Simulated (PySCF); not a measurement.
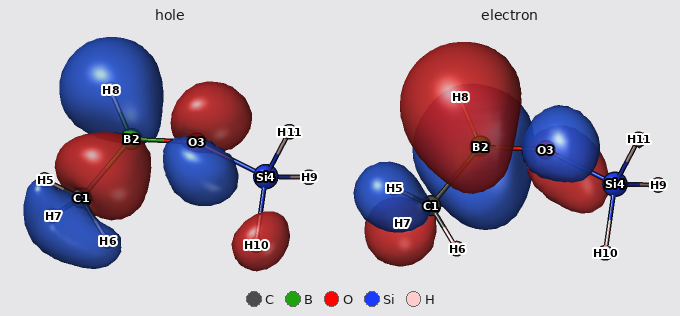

*CH₇BOSi, SMILES `CBO[SiH3]`. Leading natural transition orbital pair of T₁ (TDA triplet states); the surfaces enclose about 85 % of each orbital's density.*

Method: PBE0/aug-cc-pVDZ; geometry: GFN2-xTB; program: PySCF. No frequency check shows the geometry to be a minimum.

Input

```python
import numpy as np
from pyscf import gto, scf, dft, tdscf
from pyscf.scf import atom_ks, atom_hf
from scipy.linalg import block_diag

def solve(mol, dm0=None, hcore=None):
    mf = (dft.UKS if mol.spin else dft.RKS)(mol, xc='pbe0')
    mf.grids.level = 3
    mf = mf.density_fit(auxbasis='def2-universal-jkfit')
    mf.conv_tol, mf.max_cycle = 1e-8, 80
    if hcore is not None:
        mf.get_hcore = lambda *args: hcore
    mf.kernel(dm0)
    if not mf.converged:
        mf = mf.newton().run(mf.mo_coeff, mf.mo_occ, max_cycle=30)
    assert mf.converged, 'SCF not converged'
    return mf

mol = gto.M(atom='''
C     -2.16422    -0.54576    -0.00116
B     -1.19550     0.71149    -0.00110
O      0.11776     0.58764    -0.00029
Si     1.51597    -0.21549     0.00017
H     -2.78877    -0.54578     0.89035
H     -1.62915    -1.49141    -0.03556
H     -2.84577    -0.51157    -0.84881
H     -1.63718     1.80715     0.00237
H      2.21811     0.29239    -1.17672
H      1.33924    -1.66931    -0.08883
H      2.14065     0.15136     1.26947
''', basis='aug-cc-pvdz', charge=0, spin=0, verbose=4)
mf = solve(mol)
td = mf.TDA()
td.nstates, td.singlet, td.conv_tol = 6, False, 1e-5
td.kernel()
td.analyze()
x, y = np.array([p[0] for p in td.xy]), np.array([p[1] + 0 * p[0] for p in td.xy])
f, mu = np.zeros(len(td.e)), np.zeros((len(td.e), 3))
nto = [td.get_nto(state=i + 1, verbose=4) for i in range(len(td.e))]
# spherically averaged free atoms, for the promolecule
atm = atom_ks.get_atm_nrks(mol, xc='pbe0')
pro = block_diag(*[(atm[a[0]][2] * atm[a[0]][3]) @ atm[a[0]][2].T for a in mol._atom])
np.savez('result.npz', e=td.e, f=f, ok=td.converged, w=[n[0] for n in nto], nto=[n[1] for n in nto], x=x, y=y, c=mf.mo_coeff, occ=mf.mo_occ, eps=mf.mo_energy, pro=pro, mu=mu)
```

Run with:

```sh
OMP_NUM_THREADS=1 python input.py
```

The run took 3.5 min on 1 thread of Intel(R) Xeon(R) 6975P-C (Granite Rapids), on a shared host, peak memory 0.79 GiB.

Give its energy and the atoms that hole and electron lie on.

5.51 eV (225 nm), spin-forbidden from the singlet ground state; the leading pair carries 100 %; hole on O3 (23 %), B2 (22 %) and C1 (21 %), electron on B2 (53 %), O3 (14 %) and H8 (10 %); their centroids lie 0.2 Å apart. In canonical orbitals it is mainly HOMO → LUMO+1 (91 %). The HOMO–LUMO gap is 7.68 eV.
